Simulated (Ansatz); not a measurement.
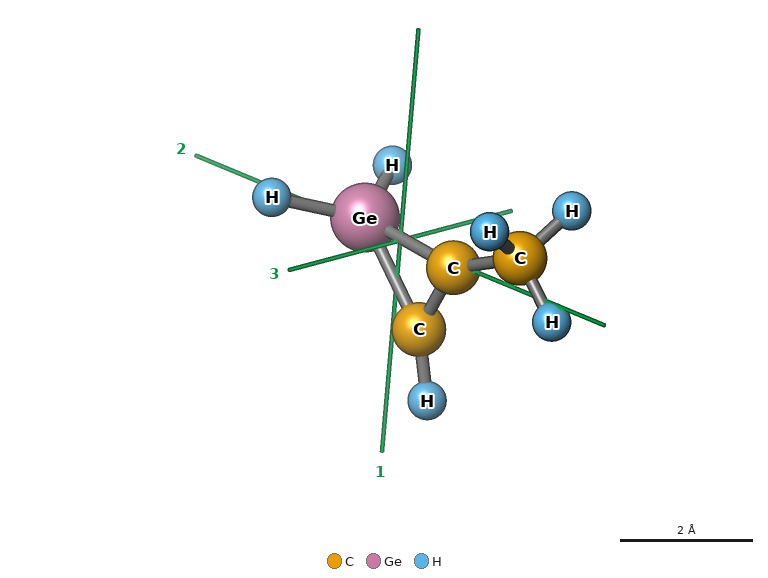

The three principal axes of inertia are drawn and numbered. Atoms fade into the background with distance from the viewer. Computed geometry: PBE-D4/def2-SVP optimisation. No frequency run is at hand to confirm it as a minimum. Masses are those of the most abundant isotopes; constants are for the rigid equilibrium geometry.

**Which line is the a axis (least moment of inertia), which b and which c?**

a is line 2, b is line 1, c is line 3; the moments are 37.5, 176, 204 u Å².

**What kind of rotor is it, and what are its rotational constants in MHz?**

An asymmetric top (Cs): A = 13461, B = 2868, C = 2481 MHz. Ray's parameter κ is −0.93, close to the prolate limit.
